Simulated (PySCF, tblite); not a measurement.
**Ethane, 1,1,1-trifluoro- (C₂H₃F₃): isotopologues and vibrational averages**

How do isotopes change the rotational constants and shieldings of Ethane, 1,1,1-trifluoro- (C₂H₃F₃) (`CC(F)(F)F`)?

Computed with tblite 0.8.0 (tight binding) and PySCF 2.14.0 (DFT, with response routines of our own); each step states its level. Atoms count from 0 throughout.

## Step 1: The starting structure

8 atoms, charge 0, multiplicity 1; geometry from: force field or distance geometry start.

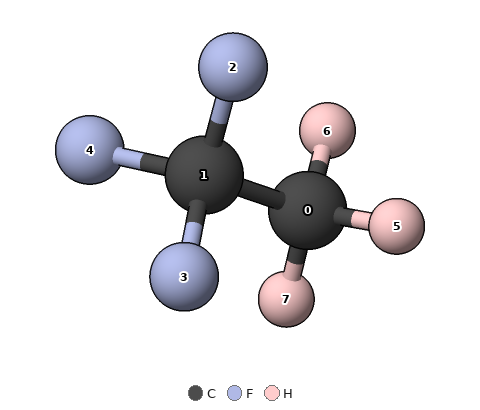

The starting geometry (carbon dark grey, fluorine light blue, hydrogen pink), atoms numbered.

## Step 2: GFN2-xTB relaxation, lowest of a short conformer search

What the job is given:

```
{"job": {"xc": "GFN2-xTB", "basis": "xTB", "kind": "relax"}, "charge": 0, "multiplicity": 1}
C     -0.747400    -0.028100     0.133700
C      0.698400     0.035400    -0.157400
F      1.030000     1.250600    -0.612800
F      0.968700    -0.983900    -1.009300
F      1.450700    -0.163700     1.055300
H     -1.290200     0.167700    -0.862700
H     -1.031400     0.780700     0.853700
H     -1.042600    -1.020900     0.501300
```

Run with:

```bash
> OMP_NUM_THREADS=1 python ens_run.py task.json out
```

One launch serves the whole session.

Log:

```text
step      E/eV     max force
  0    -544.49134    2.317
  1    -544.70961    1.440
  2    -544.79830    0.982
  3    -544.81865    0.452
  4    -544.83370    0.300
  5    -544.84025    0.354
  6    -544.84686    0.226
  7    -544.84880    0.107
  8    -544.84976    0.078
  9    -544.85030    0.081
 10    -544.85064    0.053
 11    -544.85086    0.056
 12    -544.85110    0.056
 13    -544.85135    0.048
 14    -544.85150    0.032
 15    -544.85156    0.025
 16    -544.85160    0.019
 17    -544.85162    0.018
 18    -544.85164    0.010
 19    -544.85164    0.005
 20    -544.85164    0.004
 21    -544.85164    0.004
```

Run time: 0.04 s. Hardware: 1 thread of AMD EPYC 9R45, shared host.

The energy fell by 0.360 eV, and the atoms moved 0.07 Å (root mean square).

## Step 3: Tight optimisation and Hessian

What the job is given:

```
{"job": {"xc": "B3LYP", "basis": "pcSseg-1", "grid": 2, "temperatures": [300, 350], "kind": "geom"}, "charge": 0, "multiplicity": 1}
C     -0.795261    -0.015470     0.127517
C      0.689262     0.021991    -0.132013
F      1.088941     1.197825    -0.640521
F      1.078926    -0.921104    -1.003603
F      1.407580    -0.172741     0.984841
H     -1.323014     0.164486    -0.805236
H     -1.048245     0.755547     0.850316
H     -1.061959    -0.992884     0.520438
```

Log:

```text
step   0  E = -10273.4072907 eV  max force = 0.55546
step   1  E = -10273.4211101 eV  max force = 0.09564
step   2  E = -10273.4216983 eV  max force = 0.02733
step   3  E = -10273.4217871 eV  max force = 0.01252
step   4  E = -10273.4218004 eV  max force = 0.00613
step   5  E = -10273.4218008 eV  max force = 0.00185
step   6  E = -10273.4218008 eV  max force = 0.00185
step   7  E = -10273.4218008 eV  max force = 0.00169
harmonic wavenumbers (cm-1): 222.5 361.9 362.3 531.6 531.8 593.5 826.6 966.6 966.8 1231.0 1231.3 1280.0 1426.6 1474.1 1474.5 3061.1 3149.3 3149.5
```

It took 2 min on 1 thread of AMD EPYC 9R45, shared host; peak memory 0.54 GiB.

## Step 4: Displacements along the modes, parent

What the job is given:

```
{"job": {"xc": "B3LYP", "basis": "pcSseg-1", "grid": 2, "temperatures": [300, 350], "kind": "vib", "mass_numbers": [12, 12, 19, 19, 19, 1, 1, 1]}, "charge": 0, "multiplicity": 1}
C     -0.786653    -0.015156     0.125795
C      0.692388     0.022209    -0.132930
F      1.085391     1.215049    -0.634329
F      1.071776    -0.925148    -1.020234
F      1.404607    -0.186429     0.997726
H     -1.323680     0.151924    -0.810753
H     -1.049147     0.766559     0.842408
H     -1.058453    -0.991360     0.534056
```

Log:

```text
mode    cm-1    km/mol   phi_rrr   E(+)/cm-1  E(-)/cm-1
  1    222.48     0.00      -1.2      63.71      68.85
  2    361.93     0.68     -25.6      64.85      65.76
  3    362.34     0.67       1.4      66.59      64.18
  4    531.64     0.78     -22.3      95.52      96.01
  5    531.78     0.80     -19.4      94.88      96.69
  6    593.46    22.51       0.4     106.84     106.82
  7    826.63     5.50     123.2     153.30     144.43
  8    966.58    67.07      65.8     176.07     173.06
  9    966.76    66.79      -6.7     174.38     174.70
 10   1231.02   255.82      72.4     224.26     219.36
 11   1231.25   255.63      94.4     225.66     218.00
 12   1279.95   169.22      66.6     232.73     227.94
 13   1426.56   100.08     143.4     262.25     251.93
 14   1474.11     1.76      68.3     267.78     263.07
 15   1474.49     1.76      10.0     265.99     264.96
 16   3061.06     0.35   -1039.5     515.13     589.90
 17   3149.26     2.14     -86.8     566.75     572.88
 18   3149.54     2.15     826.3     599.83     539.90
```

Wall time 2 min (1 thread of AMD EPYC 9R45, shared host); peak memory 0.54 GiB.

## Step 5: Displacements along the modes, 2H at atom 5

What the job is given:

```
{"job": {"xc": "B3LYP", "basis": "pcSseg-1", "grid": 2, "temperatures": [300, 350], "kind": "vib", "mass_numbers": [12, 12, 19, 19, 19, 2, 1, 1]}, "charge": 0, "multiplicity": 1}
C     -0.786653    -0.015156     0.125795
C      0.692388     0.022209    -0.132930
F      1.085391     1.215049    -0.634329
F      1.071776    -0.925148    -1.020234
F      1.404607    -0.186429     0.997726
H     -1.323680     0.151924    -0.810753
H     -1.049147     0.766559     0.842408
H     -1.058453    -0.991360     0.534056
```

Log:

```text
mode    cm-1    km/mol   phi_rrr   E(+)/cm-1  E(-)/cm-1
  1    194.21     0.01      -1.7      51.50      56.13
  2    346.28     0.33      19.3      64.39      60.68
  3    356.57     0.61      -1.5      64.29      64.56
  4    518.98     1.86     -23.1      93.12      93.85
  5    529.90     0.83      -1.2      95.41      95.49
  6    584.21    21.37       3.5     105.41     104.93
  7    798.74     6.46      96.0     147.10     140.64
  8    865.70    23.90      67.7     158.99     153.11
  9    951.87    49.18       1.2     171.85     171.80
 10   1183.39   236.36    -243.2     204.76     222.15
 11   1187.87   233.49       1.0     214.18     213.80
 12   1260.11   140.74      -0.9     227.24     226.51
 13   1320.00    36.08      -0.4     237.97     237.57
 14   1354.05   167.57     102.1     247.22     240.63
 15   1457.75    22.65      81.0     265.75     259.43
 16   2288.73     0.39   -1210.2     371.29     458.55
 17   3093.51     1.03    1314.9     606.47     512.33
 18   3149.16     2.07       1.7     569.90     569.69
```

Wall time 2 min (1 thread of AMD EPYC 9R45, shared host); peak memory 0.54 GiB.

## Step 6: Displacements along the modes, 13C at atom 1

What the job is given:

```
{"job": {"xc": "B3LYP", "basis": "pcSseg-1", "grid": 2, "temperatures": [300, 350], "kind": "vib", "mass_numbers": [12, 13, 19, 19, 19, 1, 1, 1]}, "charge": 0, "multiplicity": 1}
C     -0.786653    -0.015156     0.125795
C      0.692388     0.022209    -0.132930
F      1.085391     1.215049    -0.634329
F      1.071776    -0.925148    -1.020234
F      1.404607    -0.186429     0.997726
H     -1.323680     0.151924    -0.810753
H     -1.049147     0.766559     0.842408
H     -1.058453    -0.991360     0.534056
```

Log:

```text
mode    cm-1    km/mol   phi_rrr   E(+)/cm-1  E(-)/cm-1
  1    222.48     0.00      -1.2      63.71      68.85
  2    361.63     0.64      25.4      65.70      64.81
  3    362.05     0.64      -1.2      64.14      66.53
  4    529.86     0.96     -23.0      95.18      95.71
  5    529.99     0.98     -18.7      94.59      96.34
  6    591.85    23.08      -1.3     106.50     106.59
  7    826.42     5.29     123.3     153.27     144.39
  8    960.98    76.38      71.2     175.25     171.78
  9    961.17    76.09      19.5     174.16     172.82
 10   1202.36   226.68      40.8     217.97     215.31
 11   1202.58   226.45      92.6     220.47     212.82
 12   1245.04   175.49      78.1     226.88     221.26
 13   1421.46    75.91     133.1     260.99     251.40
 14   1473.13     3.14      69.0     267.63     262.88
 15   1473.52     3.14      11.3     265.87     264.74
 16   3061.05     0.37   -1039.6     515.13     589.90
 17   3149.25     2.11     -86.8     566.75     572.88
 18   3149.53     2.12     826.3     599.83     539.90
```

It took 2 min on 1 thread of AMD EPYC 9R45, shared host; peak memory 0.54 GiB.

## Step 7: Displacements along the modes, 2H at atom 5, 2H at atom 6, 2H at atom 7

What the job is given:

```
{"job": {"xc": "B3LYP", "basis": "pcSseg-1", "grid": 2, "temperatures": [300, 350], "kind": "vib", "mass_numbers": [12, 12, 19, 19, 19, 2, 2, 2]}, "charge": 0, "multiplicity": 1}
C     -0.786653    -0.015156     0.125795
C      0.692388     0.022209    -0.132930
F      1.085391     1.215049    -0.634329
F      1.071776    -0.925148    -1.020234
F      1.404607    -0.186429     0.997726
H     -1.323680     0.151924    -0.810753
H     -1.049147     0.766559     0.842408
H     -1.058453    -0.991360     0.534056
```

Log:

```text
mode    cm-1    km/mol   phi_rrr   E(+)/cm-1  E(-)/cm-1
  1    160.08     0.00      -1.8      38.80      42.78
  2    330.46     0.17      18.2      59.93      59.42
  3    330.91     0.17      -1.4      58.72      60.79
  4    514.51     1.63      29.6      93.35      92.01
  5    514.62     1.67     -14.5      92.07      93.32
  6    561.56    20.85      11.9     101.52     100.66
  7    792.76     1.14      91.1     146.02     139.47
  8    809.01    18.84     -17.9     145.61     146.06
  9    809.13    18.78      26.7     147.01     144.67
 10   1056.86    19.35     -35.1     189.15     191.52
 11   1057.21    19.32     -29.6     189.16     191.65
 12   1074.98    13.75      48.1     195.37     191.92
 13   1195.78   278.13     150.9     220.97     210.17
 14   1196.05   278.07      92.1     218.90     212.34
 15   1326.27   253.96    -189.9     232.09     245.75
 16   2200.17     0.18    -615.7     374.61     418.90
 17   2336.92     0.70     102.2     425.87     418.61
 18   2337.16     0.71     529.8     441.54     403.02
```

It took 2 min on 1 thread of AMD EPYC 9R45, shared host; peak memory 0.54 GiB.

## Step 8: Displacements along the modes, 13C at atom 0

What the job is given:

```
{"job": {"xc": "B3LYP", "basis": "pcSseg-1", "grid": 2, "temperatures": [300, 350], "kind": "vib", "mass_numbers": [13, 12, 19, 19, 19, 1, 1, 1]}, "charge": 0, "multiplicity": 1}
C     -0.786653    -0.015156     0.125795
C      0.692388     0.022209    -0.132930
F      1.085391     1.215049    -0.634329
F      1.071776    -0.925148    -1.020234
F      1.404607    -0.186429     0.997726
H     -1.323680     0.151924    -0.810753
H     -1.049147     0.766559     0.842408
H     -1.058453    -0.991360     0.534056
```

Log:

```text
mode    cm-1    km/mol   phi_rrr   E(+)/cm-1  E(-)/cm-1
  1    222.48     0.00       1.2      68.85      63.71
  2    359.36     0.62     -25.2      64.37      65.30
  3    359.79     0.62       1.9      66.11      63.73
  4    531.51     0.79     -22.4      95.49      96.00
  5    531.65     0.81     -19.4      94.86      96.66
  6    585.33    21.75       4.2     105.52     105.22
  7    819.73     3.97     121.5     152.00     143.25
  8    960.47    61.61      62.0     174.83     172.15
  9    960.64    61.35       0.0     173.59     173.35
 10   1226.43   261.57      82.0     223.78     218.20
 11   1226.66   261.39      93.3     224.80     217.23
 12   1279.48   174.59      68.1     232.70     227.80
 13   1411.55    96.44    -134.9     249.53     259.24
 14   1472.73     1.46      68.1     267.52     262.83
 15   1473.11     1.46      -7.7     264.79     265.65
 16   3057.69     0.42   -1038.7     514.55     589.27
 17   3137.53     2.22     -78.8     564.91     570.46
 18   3137.81     2.23     821.3     597.52     537.94
```

It took 2 min on 1 thread of AMD EPYC 9R45, shared host; peak memory 0.54 GiB.

## Step 9: Vibrational averages by isotopologue

What the job is given:

```
{"job": {"xc": "B3LYP", "basis": "pcSseg-1", "grid": 2, "temperatures": [300, 350], "kind": "iso"}, "charge": 0, "multiplicity": 1}
C     -0.786653    -0.015156     0.125795
C      0.692388     0.022209    -0.132930
F      1.085391     1.215049    -0.634329
F      1.071776    -0.925148    -1.020234
F      1.404607    -0.186429     0.997726
H     -1.323680     0.151924    -0.810753
H     -1.049147     0.766559     0.842408
H     -1.058453    -0.991360     0.534056
```

Log:

```text
parent
  Be/MHz 5430.715 5146.388 5145.764
  B0/MHz 5397.366 5105.943 5105.582
  ZPE/cm-1 11420.4
  <sigma>(0 K)/ppm 153.161 38.801 230.641 230.656 230.611 29.152 29.152 29.153
2H at atom 5
  Be/MHz 5396.189 4937.611 4909.29
  B0/MHz 5362.611 4899.63 4871.601
  ZPE/cm-1 10720.5
  <sigma>(0 K)/ppm 153.462 38.798 230.775 230.789 230.878 29.279 29.171 29.172
13C at atom 1
  Be/MHz 5430.715 5146.206 5145.582
  B0/MHz 5397.98 5106.329 5105.965
  ZPE/cm-1 11362.2
  <sigma>(0 K)/ppm 153.172 38.837 230.802 230.817 230.770 29.153 29.153 29.154
2H at atom 5, 2H at atom 6, 2H at atom 7
  Be/MHz 5249.857 4569.852 4569.37
  B0/MHz 5217.298 4535.076 4534.795
  ZPE/cm-1 9302.2
  <sigma>(0 K)/ppm 154.042 38.796 231.145 231.154 231.114 29.318 29.318 29.318
13C at atom 0
  Be/MHz 5430.713 5022.784 5022.19
  B0/MHz 5397.452 4983.485 4983.139
  ZPE/cm-1 11377.0
  <sigma>(0 K)/ppm 153.179 38.807 230.665 230.680 230.636 29.154 29.154 29.155
```

Wall time 12 min (1 thread of AMD EPYC 9R45, shared host); peak memory 0.54 GiB. This counts the whole study up to here.

Rotational constants (MHz) at equilibrium and in the ground state:

| isotopologue | Be | B0 | zero-point change (cm⁻¹) |
| --- | --- | --- | --- |
| parent | 5430.7, 5146.4, 5145.8 | 5397.4, 5105.9, 5105.6 | 0.0 |
| 2H at atom 5 | 5396.2, 4937.6, 4909.3 | 5362.6, 4899.6, 4871.6 | -699.9 |
| 13C at atom 1 | 5430.7, 5146.2, 5145.6 | 5398.0, 5106.3, 5106.0 | -58.2 |
| 2H at atom 5, 2H at atom 6, 2H at atom 7 | 5249.9, 4569.9, 4569.4 | 5217.3, 4535.1, 4534.8 | -2118.2 |
| 13C at atom 0 | 5430.7, 5022.8, 5022.2 | 5397.5, 4983.5, 4983.1 | -43.4 |

Shieldings of the first species (ppm): at equilibrium, the vibrational parts at 0 K, and the averages:

| atom | equilibrium | anharmonic | harmonic | 0 K | 300 K | 350 K |
| --- | --- | --- | --- | --- | --- | --- |
| C0 | 157.08 | -0.03 | -3.89 | 153.16 | 152.71 | 152.58 |
| C1 | 41.19 | -1.83 | -0.55 | 38.80 | 38.54 | 38.44 |
| F2 | 241.58 | -3.51 | -7.43 | 230.64 | 229.06 | 228.48 |
| F3 | 241.56 | -3.46 | -7.44 | 230.66 | 229.08 | 228.50 |
| F4 | 241.41 | -3.34 | -7.46 | 230.61 | 229.05 | 228.48 |
| H5 | 29.81 | 0.04 | -0.69 | 29.15 | 29.11 | 29.09 |
| H6 | 29.81 | 0.04 | -0.69 | 29.15 | 29.11 | 29.09 |
| H7 | 29.81 | 0.04 | -0.69 | 29.15 | 29.11 | 29.09 |

Isotope effects on the shieldings at 0 K (ppb; positive means more shielded):

| atom | 2H at atom 5 | 13C at atom 1 | 2H at atom 5, 2H at atom 6, 2H at atom 7 | 13C at atom 0 |
| --- | --- | --- | --- | --- |
| C0 | 301 | 11 | 882 | 19 |
| C1 | -3 | 36 | -5 | 6 |
| F2 | 134 | 161 | 504 | 24 |
| F3 | 133 | 160 | 498 | 24 |
| F4 | 267 | 159 | 503 | 24 |
| H5 | 127 | 1 | 166 | 2 |
| H6 | 19 | 1 | 165 | 2 |
| H7 | 19 | 1 | 165 | 2 |

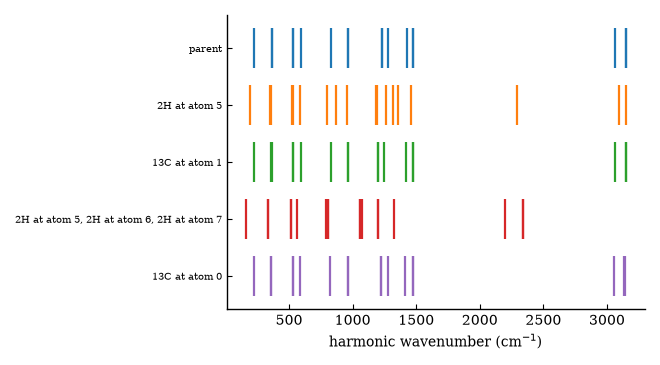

Harmonic wavenumbers of each isotopologue.

## Step 10: Results

| quantity | value |
| --- | --- |
| point group | C3v |
| B0 of the first species | 5397.4, 5105.9, 5105.6 MHz |
| zero-point energy | 11420 cm⁻¹ |
| zero-point change of σ(F2) | -10.94 ppm |

Zero-point motion changes the shielding of F2 most, by -10.94 ppm. The largest secondary isotope effect is 882 ppb on C0, 1 bond from the change (2H at atom 5, 2H at atom 6, 2H at atom 7). The job flags a low mode; perturbation theory is less sure for low modes. Internal rotors are held in one well.
